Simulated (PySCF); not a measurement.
# Two runs on C₄H₅F₃O

System: C₄H₅F₃O.
Method of run A: TDDFT BP86/def2-SVPD, vertical, gas phase, core orbitals frozen in the response (PySCF 2.14.0).

The geometry comes from this level: GFN2-xTB. Text and figures count atoms from 1; the logs count them from 0 in places.

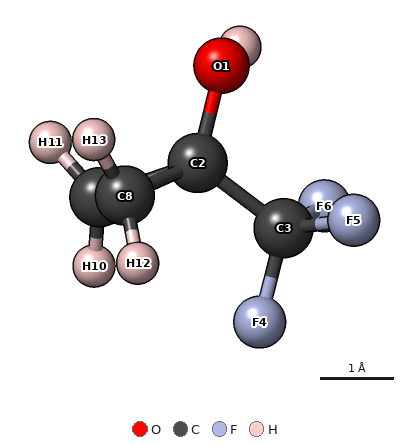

The input geometry (ball-and-stick view, seen at a tilt; atoms are numbered from 1 in the order of the input). Bond lengths as drawn: C–C 1.50 to 1.52 Å, C–F 1.34 to 1.35 Å, C–H 1.08 Å, C–O 1.39 Å and H–O 0.97 Å.

## Input, run A
```
{"job": {"kind": "uv", "xc": "BP86", "basis": "def2-SVPD", "nstates": 12, "ntriplets": 5, "tda": false}, "charge": 0, "multiplicity": 1}
O     -0.438496    -1.501159     0.796672
C     -0.098871    -0.297626     0.200840
C     -1.273255     0.360074    -0.497793
F     -0.932052     1.471519    -1.163118
F     -2.257617     0.700555     0.343123
F     -1.821781    -0.477174    -1.403052
C      1.270393    -0.094187    -0.392169
C      0.894950     0.581539     0.894758
H     -0.681265    -2.152593     0.125168
H      1.360009     0.502639    -1.286371
H      1.946384    -0.933225    -0.340490
H      0.718029     1.645640     0.893201
H      1.309183     0.194483     1.811505
```

The first line tells a small driver script what to run in PySCF; the rest is the geometry in Å.

Launched with:
```bash
OMP_NUM_THREADS=1 python <driver script> task.json out
```

Hardware: 1 CPU thread, shared host.

## Output (run A)
```
coarse grid: 11792 points
cycle   1  E = -529.4960625912  dE =  1.220e+00  |g| = 1.043e+00  |ddm| = 5.469e+00
cycle   2  E = -528.9226659205  dE =  5.734e-01  |g| = 2.093e+00  |ddm| = 3.999e+00
cycle   3  E = -529.6902847759  dE = -7.676e-01  |g| = 1.435e-01  |ddm| = 3.014e+00
cycle   4  E = -529.6933606048  dE = -3.076e-03  |g| = 9.193e-02  |ddm| = 4.142e-01
cycle   5  E = -529.6950805865  dE = -1.720e-03  |g| = 2.149e-02  |ddm| = 1.415e-01
cycle   6  E = -529.6951651552  dE = -8.457e-05  |g| = 7.618e-03  |ddm| = 5.102e-02
cycle   7  E = -529.6951762819  dE = -1.113e-05  |g| = 1.743e-03  |ddm| = 1.324e-02
cycle   8  E = -529.6951768459  dE = -5.640e-07  |g| = 3.776e-04  |ddm| = 3.274e-03
final grid: 117712 points
cycle   9  E = -529.7994827811  dE = -8.184e-05  |g| = 6.134e-03  |ddm| = 2.259e-01
cycle  10  E = -529.7994627318  dE =  2.005e-05  |g| = 1.170e-02  |ddm| = 2.134e-02
cycle  11  E = -529.7994899943  dE = -2.726e-05  |g| = 8.942e-04  |ddm| = 1.466e-02
cycle  12  E = -529.7994901192  dE = -1.249e-07  |g| = 3.670e-04  |ddm| = 1.991e-03
cycle  13  E = -529.7994901480  dE = -2.881e-08  |g| = 8.482e-05  |ddm| = 6.285e-04
cycle  14  E = -529.7994901491  dE = -1.070e-09  |g| = 3.052e-05  |ddm| = 1.226e-04
cycle  15  E = -529.7994901492  dE = -1.444e-10  |g| = 9.794e-06  |ddm| = 5.115e-05
converged SCF energy = -529.7994901492

Static polarisability (au): isotropic 55.456, principal 52.852 54.192 59.325

Singlet excitations
state   eV       nm        f      main configurations
  1   6.9082    179.5   0.00705   H->L 0.99
  2   7.5547    164.1   0.01112   H->L+1 0.98
  3   7.6992    161.0   0.01830   H-1->L 0.98
  4   7.7987    159.0   0.00732   H->L+2 0.98
  5   8.0003    155.0   0.01011   H->L+3 0.97
  6   8.3595    148.3   0.01030   H-1->L+1 0.95
  7   8.5173    145.6   0.06000   H->L+4 0.82
  8   8.5515    145.0   0.00127   H->L+5 0.96
  9   8.5947    144.3   0.00527   H-1->L+2 0.96
 10   8.8153    140.6   0.02044   H-2->L 0.55, H-1->L+3 0.38
 11   8.8390    140.3   0.05015   H-1->L+3 0.52, H-2->L 0.42
 12   9.0215    137.4   0.00081   H->L+6 0.96

Triplet excitations (Tamm-Dancoff, eV): 6.6842 7.4272 7.4872 7.6378 7.8450
```

The input of run B differs as follows (lines with − go, lines with + come):
```diff
-"xc": "BP86"
-"basis": "def2-SVPD"
+"xc": "LDA"
+"basis": "3-21G"
+"scf": {"guess": "vsap"}
```

Predict how the results change.

The total energies belong to different models, so their difference says nothing on which is more stable or more accurate. The HOMO goes from −6.94 to −6.01 eV. The LUMO goes from −0.09 to 1.36 eV. The dipole moment goes from 2.17 to 1.91 D. The lowest excitation goes from 6.91 to 7.66 eV. The strongest computed line goes from 8.52 to 9.52 eV. The functional changes from BP86 to LDA. The SCF takes 13 iterations against 15. The basis functions go from 212 to 82.

## Output (run B)
```
final grid: 117712 points
cycle   1  E = -521.9601570012  dE =  6.576e-01  |g| = 2.400e+00  |ddm| = 5.661e+00
cycle   2  E = -506.7976434036  dE =  1.516e+01  |g| = 8.251e+00  |ddm| = 1.353e+01
cycle   3  E = -523.1612808994  dE = -1.636e+01  |g| = 1.124e+00  |ddm| = 1.148e+01
cycle   4  E = -523.4021341469  dE = -2.409e-01  |g| = 5.243e-01  |ddm| = 1.710e+00
cycle   5  E = -523.4327849933  dE = -3.065e-02  |g| = 2.071e-01  |ddm| = 4.972e-01
cycle   6  E = -523.4398326434  dE = -7.048e-03  |g| = 3.288e-02  |ddm| = 2.184e-01
cycle   7  E = -523.4399755312  dE = -1.429e-04  |g| = 1.966e-02  |ddm| = 6.255e-02
cycle   8  E = -523.4400593494  dE = -8.382e-05  |g| = 2.140e-03  |ddm| = 2.329e-02
cycle   9  E = -523.4400601824  dE = -8.330e-07  |g| = 1.109e-03  |ddm| = 3.419e-03
cycle  10  E = -523.4400604027  dE = -2.203e-07  |g| = 2.374e-04  |ddm| = 1.365e-03
cycle  11  E = -523.4400604132  dE = -1.051e-08  |g| = 7.638e-05  |ddm| = 3.298e-04
cycle  12  E = -523.4400604144  dE = -1.163e-09  |g| = 1.299e-05  |ddm| = 8.842e-05
cycle  13  E = -523.4400604144  dE = -3.638e-11  |g| = 6.353e-06  |ddm| = 2.489e-05
converged SCF energy = -523.4400604144

Static polarisability (au): isotropic 39.044, principal 36.977 37.979 42.176

Singlet excitations
state   eV       nm        f      main configurations
  1   7.6632    161.8   0.00122   H->L 0.99
  2   8.3395    148.7   0.02130   H->L+1 0.89
  3   8.5727    144.6   0.00712   H-1->L 0.95
  4   8.7003    142.5   0.01752   H->L+2 0.89
  5   9.0240    137.4   0.02012   H->L+3 0.90
  6   9.5175    130.3   0.07472   H-1->L+1 0.62, H->L+4 0.23
  7   9.5986    129.2   0.03148   H->L+4 0.67, H-1->L+1 0.15
  8   9.6221    128.9   0.01728   H-1->L+2 0.90
  9   9.7673    126.9   0.00818   H->L+5 0.80
 10   9.8548    125.8   0.00276   H-2->L 0.67, H-1->L+3 0.23
 11   9.9912    124.1   0.02188   H-1->L+3 0.62, H-2->L 0.18
 12  10.0653    123.2   0.00198   H-3->L 0.88

Triplet excitations (Tamm-Dancoff, eV): 7.1751 7.8757 8.1134 8.3310 8.7242
```

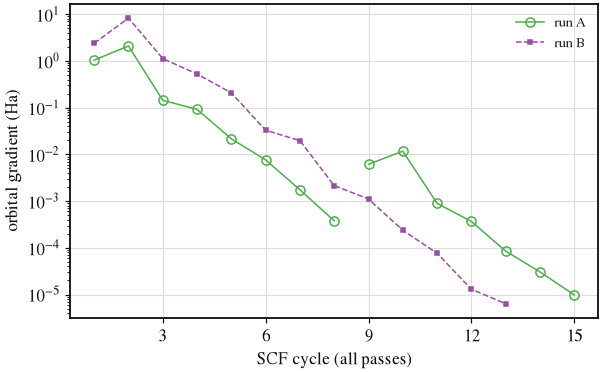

Convergence of the two runs: orbital gradient against the SCF cycle. A break in a curve parts two SCF passes (coarse and final grid). Run A takes 15 cycles in all, and run B takes 13.

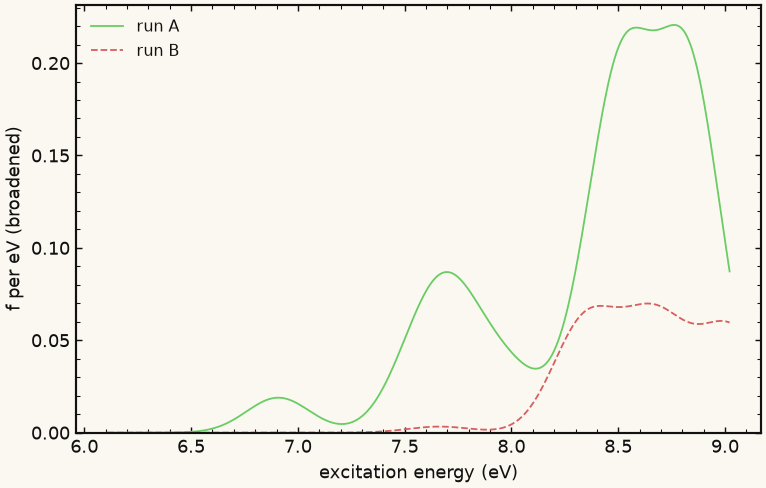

Absorption of the two runs from their computed states, each broadened by a Gaussian of 0.35 eV full width; the range ends where the shorter list of states ends.

## The two runs side by side

| quantity | run A | run B |
| --- | --- | --- |
| outcome | converged | converged |
| total energy (hartree) | −529.799490 | −523.440060 |
| HOMO (eV) | −6.94 | −6.01 |
| LUMO (eV) | −0.09 | 1.36 |
| dipole moment (D) | 2.17 | 1.91 |
| lowest excitation (eV) | 6.91 | 7.66 |
| SCF iterations | 15 | 13 |
| strongest computed line (eV) | 8.52 | 9.52 |
| basis functions | 212 | 82 |
| wall time (shared host) | 44 s | 7.2 s |
